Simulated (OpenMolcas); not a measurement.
**Run report: AlCl, excited-state calculation (part 1 of 4)**

- system: AlCl (aluminium monochloride), SMILES [Al][Cl]
- method: CASPT2/ANO-R1, sfX2C (OpenMolcas 26.06)

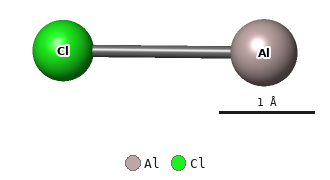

The structure (ball-and-stick view, seen on its broad side). Sticks mark near contacts. Bond lengths as drawn: Al–Cl 2.13 Å.

Input:
```
>>> EXPORT MOLCAS_PRINT=2
&GATEWAY
Coord
2
angstrom
Al       0.000000       0.000000       0.000000
Cl       0.000000       0.000000       2.130113
Basis
ANO-R1
Group
NoSym
RICD
&SEWARD
&RASSCF
FileOrb
$CurrDir/step2.RasOrb
Spin
1
Nactel
4 0 0
Inactive
13
Ras2
4
CIRoot
3 3 1
OrbListing
Nothing
&CASPT2
Multistate
all
Imaginary
0.2
&RASSI
NrOfJobIphs
1 all
IphNames
JOBMIX
EJob
```

Machine: 1 thread of Arm Neoverse V2, 24 GiB of memory available, shared host.

Run as:
```bash
export MOLCAS_MEM=1860
pymolcas step3.inp > step3.log
```

The program's output:
```
--- Start Module: gateway ---

                                              &GATEWAY

                       available to each process: 1.9 GB of memory, 1 thread

++    Symmetry information:
      ---------------------

                    Character Table for C1

                             E
                    a        1  x, y, xy, Rz, z, xz, Ry, yz, Rx, I
--

++    Basis set information:
      ----------------------

      Basis set label: AL.ANO-R...4S3P1D.

      Electronic valence basis set:
      ------------------
      Associated Effective Charge  13.000000 au
      Associated Actual Charge     13.000000 au
      Nuclear Model: Finite nucleus - Gaussian distribution
        Gaussian exponent, Xi/bohr**(-2):  4.43360E+08

      Shell  nPrim  nBasis  Cartesian Spherical Contaminant
         s      16       4        X
         p      11       3        X
         d       7       1                 X

      Basis set label: CL.ANO-R...4S3P1D.

      Electronic valence basis set:
      ------------------
      Associated Effective Charge  17.000000 au
      Associated Actual Charge     17.000000 au
      Nuclear Model: Finite nucleus - Gaussian distribution
        Gaussian exponent, Xi/bohr**(-2):  3.84638E+08

      Shell  nPrim  nBasis  Cartesian Spherical Contaminant
         s      17       4        X
         p      11       3        X
         d       7       1                 X
--

++    Molecular structure info:
      -------------------------

                    ************************************************
                    **** Cartesian Coordinates / bohr, angstrom ****
                    ************************************************

     Center  Label                x              y              z                     x              y              z
        1      AL1              0.000000       0.000000       0.000000              0.000000       0.000000       0.000000
        2      CL2              0.000000       0.000000       4.025330              0.000000       0.000000       2.130113
--

            Nuclear Potential Energy             54.90232844 au

--- Stop Module: gateway /rc=_RC_ALL_IS_WELL_ ---

--- Start Module: seward ---

                                              &SEWARD

                       available to each process: 1.9 GB of memory, 1 thread

               SEWARD will generate:
                  Multipole Moment integrals up to order  2
                  Kinetic Energy integrals
                  Nuclear Attraction integrals (finite nuclei - Gaussian type)
                  One-Electron Hamiltonian integrals
                  Velocity integrals
                  Relativistic X2C integrals
                  Orbital angular momentum around (  0.0000   0.0000   2.2722 )
                  Velocity quadrupole around (  0.0000   0.0000   2.2722 )
                  Atomic mean-field integrals
                  RI decomposed two-electron repulsion integrals stored Cholesky style
                   - acCD auxiliary basis
                   - CD Threshold:   1.00E-04

                   Integrals are discarded if absolute value <: 1.00E-14
                   Integral cutoff threshold is set to       <: 1.00E-16

            Nuclear Potential Energy             54.90232844 au

      Basis set specifications :
      Symmetry species         a
      Basis functions           36

--- Stop Module: seward /rc=_RC_ALL_IS_WELL_ ---

--- Start Module: rasscf ---

                                              &RASSCF

                       available to each process: 1.9 GB of memory, 1 thread

      Header of the ONEINT file:
      --------------------------

      OrdInt status: non-squared

      Cartesian coordinates in angstrom:
      -----------------------------------------------------
      No.  Label        X            Y            Z
      -----------------------------------------------------
       1   AL1        0.00000000   0.00000000   0.00000000
       2   CL2        0.00000000   0.00000000   2.13011300
      -----------------------------------------------------
      Nuclear repulsion energy =   54.90232844

++    Wave function specifications:
      -----------------------------

      Number of closed shell electrons          26
      Number of electrons in active shells       4
      Max number of holes in RAS1 space          0
      Max nr of electrons in RAS3 space          0
      Number of inactive orbitals               13
      Number of active orbitals                  4
      Number of secondary orbitals              19
      Spin quantum number                      0.0
      State symmetry                             1
--

++    Orbital specifications:
      -----------------------

      Symmetry species                           1
                                                 a
      Frozen orbitals                            0
      Inactive orbitals                         13
      Active orbitals                            4
      RAS1 orbitals                              0
      RAS2 orbitals                              4
      RAS3 orbitals                              0
      Secondary orbitals                        19
      Deleted orbitals                           0
      Number of basis functions                 36
--

++    CI expansion specifications:
      ----------------------------

      Number of CSFs                            20
      Number of spin combinations               21
      Number of determinants                    36
      Number of root(s) required                 3
      Root chosen for geometry opt.              3
      CI roots used                              1     2     3
      weights                                0.333 0.333 0.333
      highest root included in the CI            3
      max. size of the explicit Hamiltonian     20
--

++    Optimization specifications:
      ----------------------------

      RASSCF algorithm: LK RI/DF
      Maximum number of macro iterations       200
      Maximum number of SX iterations          100
      Threshold for RASSCF energy            1.000E-08
      Threshold for max MO rotation          1.000E-01
      Threshold for max BLB element          1.000E-04
      Level shift parameter                  5.000E-01
      Make Quasi-Newton update
--

      The MO-coefficients are taken from the file:
      step2.RasOrb
      Title: RASSCF average (pseudo-natural) orbitals

      Total molecular charge    0.00

      ************************************************************************************************************************
      *                                            Wave function control section                                             *
      ************************************************************************************************************************

                                         RASSCF iterations: Energy and convergence statistics
                                         ----------------------------------------------------

          iter iter root      energy       change     param      element    value   shift minimum  type update hh:mm:ss
 Nr of preliminary CI iterations:   1
        1   1    3    0  -703.18138155    0.00E+00   1.82E-05   13  18 1  5.63E-06   0.33   0.00    SX    NO    0:00:00
        2   1    3    0  -703.18138155   -8.78E-11   9.10E-06   13  18 1  3.25E-06   0.33   0.00    SX    NO    0:00:00
        3   1    2    0  -703.18138155   -2.35E-11   4.75E-06   13  18 1  2.09E-06   0.33   0.00    SX    NO    0:00:00
        4   1    2    0  -703.18138155   -3.87E-12   2.27E-06   13  18 1  1.31E-06   0.33   0.00    SX    NO    0:00:00
      Convergence after  4 iterations
        5   1    2    0  -703.18138155   -5.23E-12   2.27E-06   13  18 1  8.45E-07   0.33   0.00    SX    NO    0:00:00

      ************************************************************************************************************************
                                                      Wave function printout:
                       occupation of active orbitals, and spin coupling of open shells (u,d: Spin up or down)
      ************************************************************************************************************************

      Note: transformation to natural orbitals
      has been made, which may change the order of the CSFs.

      printout of CI-coefficients larger than  0.05 for root  1
      energy=    -703.346499
      conf/sym  1111     Coeff  Weight
             1  2200  -0.98590 0.97199
             6  2020   0.11897 0.01415
             8  2002   0.06724 0.00452
             9  ud20   0.07517 0.00565

      printout of CI-coefficients larger than  0.05 for root  2
      energy=    -703.175734
      conf/sym  1111     Coeff  Weight
             2  2ud0  -0.98289 0.96607
             4  u2d0   0.07608 0.00579
             7  20ud   0.05335 0.00285
            10  udud   0.12120 0.01469
            15  uudd  -0.06959 0.00484
            19  0ud2   0.06368 0.00406

      printout of CI-coefficients larger than  0.05 for root  3
      energy=    -703.021912
      conf/sym  1111     Coeff  Weight
             1  2200  -0.11706 0.01370
             3  2u0d   0.09764 0.00953
             6  2020  -0.97309 0.94691
             9  ud20  -0.05115 0.00262
            12  0220   0.12307 0.01515
            18  0u2d  -0.08790 0.00773
            20  0022   0.05051 0.00255

      Natural orbitals and occupation numbers for root  1
      sym 1:   1.992744   1.951749   0.041724   0.013784

      Natural orbitals and occupation numbers for root  2
      sym 1:   1.968693   1.000465   1.000000   0.030842

      Natural orbitals and occupation numbers for root  3
      sym 1:   1.948179   0.078275   1.949945   0.023600

      ************************************************************************************************************************
      *                                                    Final results                                                     *
      ************************************************************************************************************************

++    Final optimization conditions:
      ------------------------------

      Average CI energy                            -703.18138155
      RASSCF energy for state  3                   -703.02191173
      Super-CI energy                                -0.00000000
      RASSCF energy change                           -0.00000000
      Max change in MO coefficients              -2.847E-06
      Max non-diagonal density matrix element     2.268E-06
      Maximum BLB matrix element                  8.446E-07
      (orbital pair  13,  18 in symmetry   1)
      Norm of electronic gradient            8.110E-02
--

      Final state energy(ies):
      ------------------------

::    RASSCF root number  1 Total energy:   -703.34649903
::    RASSCF root number  2 Total energy:   -703.17573389
::    RASSCF root number  3 Total energy:   -703.02191173
      Von Neumann Entropy (Root   1) =  0.20557

      Mulliken population analysis for root number:  1
      -----------------------------------------------

++    Molecular charges:
      ------------------

      Mulliken charges per centre
      ---------------------------

                AL1     CL2
      Total   12.4980 17.5020

      N-E      0.5020 -0.5020

      Total electronic charge=   30.000000

      Total            charge=   -0.000000
--

      Expectation values of various properties for root number:  1
      -----------------------------------------------------------

++    Molecular properties:
      ---------------------

      Charge (e):
                      =   -0.0000
      Dipole Moment (debye):
      Origin of the operator (angstrom)=    0.0000    0.0000    1.2024
                   X=  6.7847E-14               Y= -7.7448E-14               Z= -1.4575E+00           Total=  1.4575E+00
      Quadrupole Moment (debye*angstrom):
      Origin of the operator (angstrom)=    0.0000    0.0000    1.2024
                  XX= -2.3677E+01              XY=  7.6961E-02              XZ=  2.8362E-13              YY= -2.3803E+01
                  YZ= -1.0066E-12              ZZ= -3.1144E+01
      In traceless form (debye*angstrom)
                  XX=  3.7961E+00              XY=  1.1544E-01              XZ=  4.2542E-13              YY=  3.6077E+00
                  YZ= -1.5099E-12              ZZ= -7.4037E+00
--

      LoProp population analysis for root number:  1
      -----------------------------------------------

++    LoProp analysis:
      ----------------

++    Static properties:
      ------------------

      LoProp Charges per center

                   AL1      CL2
      Nuclear     13.0000  17.0000
      Electronic -12.6549 -17.3451

      Total        0.3451  -0.3451
--

      Natural Bond Order analysis for root number:  1

++    Natural Bond Order analysis
      ---------------------------
      Based on LoProp computed density
      -------------------------------------------------------------------------------------
      Atom A       Atom B       Bond Order
      -------------------------------------------------------------------------------------
      NBO located      1.000 non-bonded electrons on atom AL1
      NBO located      0.998 non-bonded electrons on atom AL1
      NBO located      0.999 non-bonded electrons on atom AL1
      NBO located      1.000 non-bonded electrons on atom AL1
      NBO located      1.000 non-bonded electrons on atom AL1
      NBO located      1.010 non-bonded electrons on atom CL2
      NBO located      0.999 non-bonded electrons on atom CL2
      NBO located      1.005 non-bonded electrons on atom CL2
      NBO located      1.000 non-bonded electrons on atom CL2
      NBO located      1.000 non-bonded electrons on atom CL2
      NBO located      1.000 non-bonded electrons on atom CL2
      NBO located      1.000 non-bonded electrons on atom CL2
      The remaining    3.212 electrons are to be considered as diffuse
--

--

      Von Neumann Entropy (Root   2) =  1.11512

      Mulliken population analysis for root number:  2
      -----------------------------------------------

++    Molecular charges:
      ------------------

      Mulliken charges per centre
      ---------------------------

                AL1     CL2
      Total   12.7763 17.2237

      N-E      0.2237 -0.2237

      Total electronic charge=   30.000000

      Total            charge=   -0.000000
--

      Expectation values of various properties for root number:  2
      -----------------------------------------------------------

++    Molecular properties:
      ---------------------

      Charge (e):
                      =   -0.0000
      Dipole Moment (debye):
      Origin of the operator (angstrom)=    0.0000    0.0000    1.2024
                   X=  4.7744E-13               Y= -8.8847E-13               Z= -5.6662E-01           Total=  5.6662E-01
      Quadrupole Moment (debye*angstrom):
      Origin of the operator (angstrom)=    0.0000    0.0000    1.2024
                  XX= -2.5624E+01              XY=  2.6567E+00              XZ= -8.2320E-13              YY= -2.9959E+01
                  YZ=  1.2475E-12              ZZ= -2.6822E+01
      In traceless form (debye*angstrom)
                  XX=  2.7671E+00              XY=  3.9850E+00              XZ= -1.2348E-12              YY= -3.7367E+00
                  YZ=  1.8712E-12              ZZ=  9.6963E-01
--

      LoProp population analysis for root number:  2
      -----------------------------------------------

++    LoProp analysis:
      ----------------
```
